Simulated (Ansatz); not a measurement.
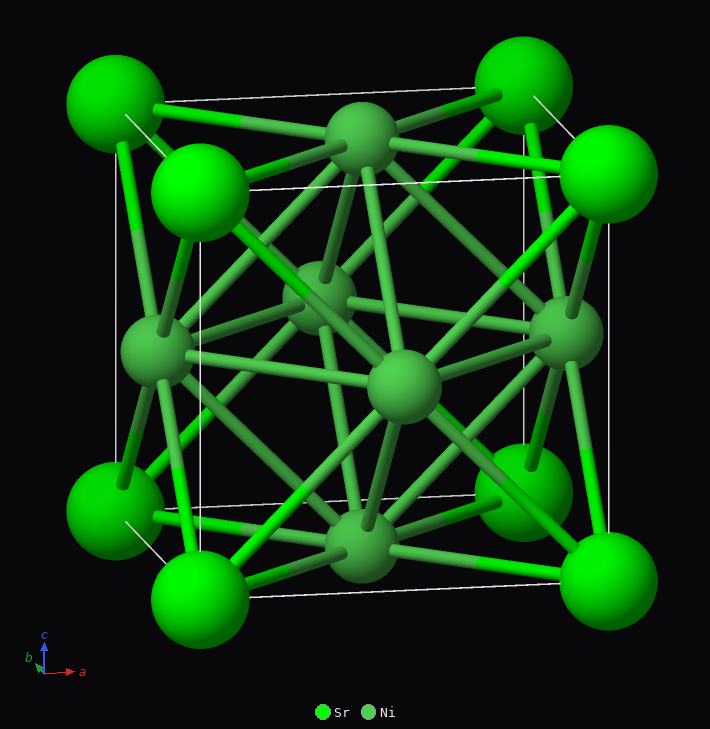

The figure gives a ball-and-stick picture of the atoms, viewed slightly off an axis. The conventional unit cell is outlined; an atom on or near a face, edge or corner is repeated at each equivalent position.

SrNi$_{3}$, Cu₃Au (L1₂) type, space group Pm-3m (No. 221), a = 3.995 Å, b = 3.995 Å, c = 3.995 Å, α = 90.00°, β = 90.00°, γ = 90.00°. The initial geometry was a structure type filled with these elements by a generator (whether the compound takes this form wasn't checked). Earlier steps of the study, as a rule a relaxation of our own, may have changed the cell and positions, so they can lie some per cent off the listed ones. It was run through Ansatz as a DFT input.

This one geometry was computed with Ansatz (DFT, plane waves, PAW) at five levels of theory: PBE, PBE with spin-orbit coupling, LDA, PBEsol and r2SCAN.

**Which level gives the highest pressure at this volume, and what does that say about its equilibrium volume?**

Highest: PBE (-0.2 GPa) and PBE with spin-orbit coupling (0.0 GPa), which points to the largest equilibrium volume. Lowest, with the smallest volume: LDA (-9.3 GPa). Levels within 0.5 GPa of each other can't be told apart.

**How does the band gap change with the level of theory?**

All levels give a metal.

**Collect the results in a table.**

| level | cutoff (eV) | k-mesh of the run's cell | gap (eV) | pressure (GPa) |
| --- | --- | --- | --- | --- |
| PBE | 420 | 8×8×8 | metal | -0.2 |
| PBE with spin-orbit coupling | 420 | 8×8×8 | metal | 0.0 |
| LDA | 420 | 8×8×8 | metal | -9.3 |
| PBEsol | 420 | 8×8×8 | metal | -5.5 |
| r2SCAN | 500 | 8×8×8 | metal | -2.7 |

Gaps are taken on the k-mesh or band path of each run.
